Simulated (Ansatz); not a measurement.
BNH$_{5}$Cl: several calculations on one system

**1. Relaxation**

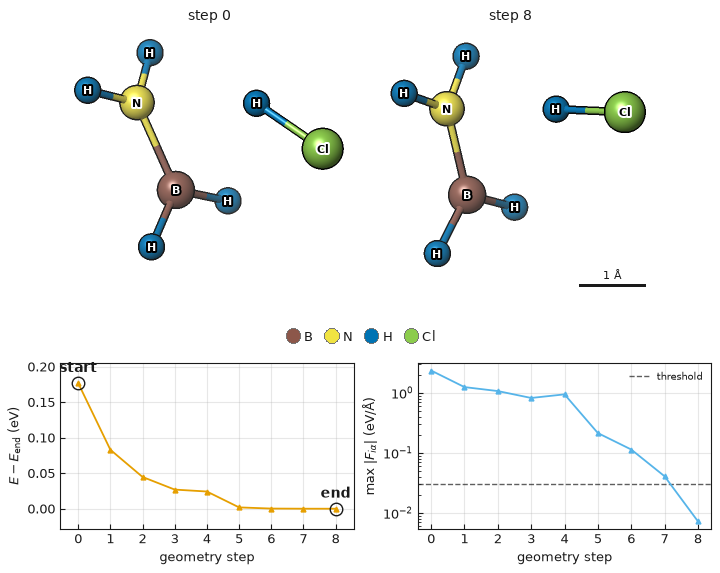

First and last geometry of a relaxation of BNH5Cl, with the history of the run. The picture is a ball-and-stick view, seen at a tilt.

The run prepares an end point of a later path (reaction) calculation, from a guessed geometry.

Computed with RKS r2SCAN-D4/def2-SVP (Ansatz 0.2.0). (no spin polarisation; force threshold 0.03 eV/Å; at most 50 steps)

Read the history and describe the run.

It converged. The energy falls by 0.177 eV in 8 geometry steps. The largest force component goes from 2.4 to 0.0073 eV/Å. The largest move after the best rigid fit is that of the Cl atom, 0.61 Å. Largest moves by element: Cl 0.61 Å, H 0.34 Å, B 0.22 Å, N 0.18 Å. Among the contacts that change: B–N 1.474 → 1.401 Å, Cl–H 1.334 → 1.302 Å. Cost: 34 s on 1 thread of Arm Neoverse V1, with other jobs on the host, peak memory 0.14 GiB.

Limits of the set-up: the start holds two separate molecules, 2.3 Å apart at their closest, whose relative position is a soft coordinate.

**2. Relaxation**

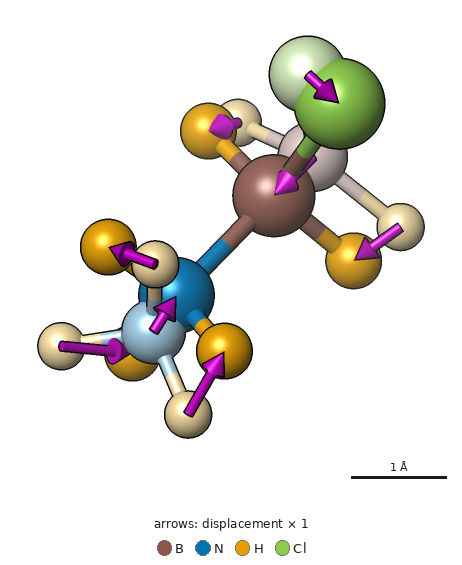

This is a relaxation of BNH5Cl. The starting structure is drawn faded, the final one solid; purple arrows show the displacements, at their true length. The two geometries are superimposed by the best rigid fit.

A ball-and-stick model, seen from a free direction.

The run prepares an end point of a later path (reaction) calculation, from a guessed geometry.

Level of theory: Ansatz 0.2.0, RKS r2SCAN-D4/def2-SVP.

Input
```yaml
crystal:
  periodic: [false, false, false]
  atoms:
    - { symbol: B, position_ang: [-0.050298, 0.459049, -0.472391] }
    - { symbol: "N", position_ang: [-0.019697, 0.034825, 2.22358] }
    - { symbol: H, position_ang: [-0.749523, -0.437881, 2.752584] }
    - { symbol: H, position_ang: [0.861045, -0.08322, 2.721298] }
    - { symbol: H, position_ang: [1.05558, 0.051786, -0.696176] }
    - { symbol: H, position_ang: [-1.067573, -0.149627, -0.654072] }
    - { symbol: Cl, position_ang: [-0.212922, 2.2384, -0.082151] }
    - { symbol: H, position_ang: [-0.237113, 1.048967, 2.203429] }
basis:
  gaussian: { orbitals: def2-SVP }
hamiltonian:
  xc: r2scan
  dispersion: d4
relax:
  f_tol: 0.03
  max_steps: 50
```

Run as
```bash
ansatz run input.yaml --threads 1 --pin off --max-ram 2048MiB --backend cpu --events-out ev --progress --plain --runs-dir out
```

### What happened in the run?

After 11 accepted moves (15 points after the start) the energy has fallen by 1.165 eV. Largest force component: 0.83 eV/Å at the start, 0.0022 eV/Å at the end. The line search rejected the trial steps at points 4, 8, 11, 14 of the run. H3 moves most after the best rigid fit: 0.91 Å. Largest moves by element: H 0.91 Å, B 0.65 Å, Cl 0.47 Å, N 0.46 Å. Some distances before and after: B1–N2 2.729 → 1.633 Å, B1–Cl7 1.829 → 1.864 Å, B1–H5 1.200 → 1.216 Å, N2–H8 1.037 → 1.024 Å. New bonds form, among them: B1–N2 (2.73 → 1.63 Å). Bond angles that change, for instance: H5–B1–H6 125.5° → 115.6°, H5–B1–Cl7 116.9° → 112.7°. Cost: 63 s on 1 thread of Arm Neoverse V1, with other jobs on the host, peak memory 0.14 GiB.

Limits of the set-up: the start holds two separate molecules, 2.6 Å apart at their closest, whose relative position is a soft coordinate.

**3. Path**

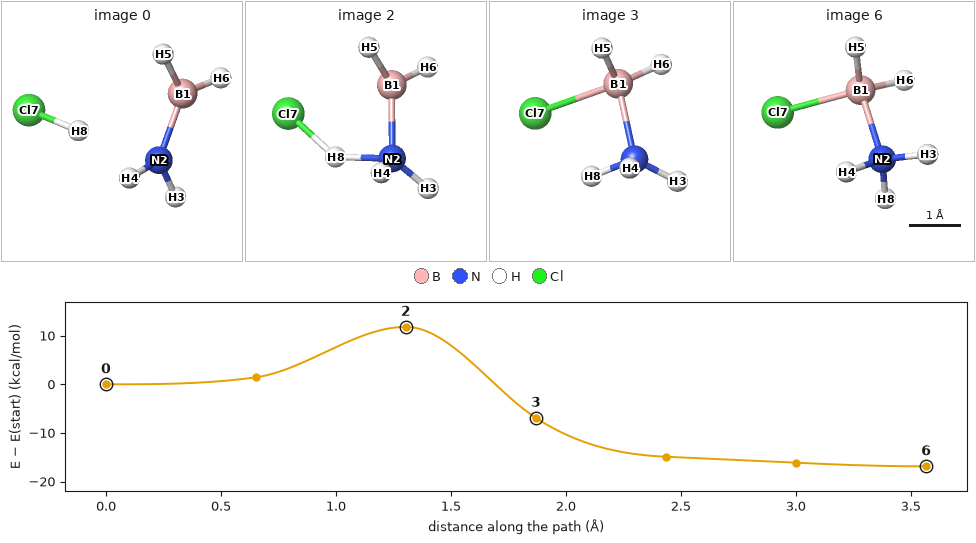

A search for the minimum-energy path of BNH₅Cl by the nudged elastic band. Images are numbered from 0 (start) to 6 (end). The picture is a ball-and-stick view, seen at a tilt.

Level of theory: RKS r2SCAN-D4/def2-SVP (Ansatz 0.2.0). Set-up: 5 movable images; climbing image; force threshold 0.03 eV/Å; iteration limit 60; starting path through a guess of the saddle point.

### What happens along the path, and what is the barrier?

Breaking: Cl7–H8 (1.30 → 1.51 at the top → 2.87 Å). Forming: B1–Cl7 (3.61 → 2.47 at the top → 1.86 Å), N2–H8 (2.08 → 1.36 at the top → 1.02 Å). The highest point, image 2, lies 11.8 kcal/mol above the start and 28.7 kcal/mol above the end; the end is at −16.9 kcal/mol relative to the start. The band is converged. At the top, the vibrational analysis gives one imaginary mode (904i cm⁻¹), as a transition state must have.
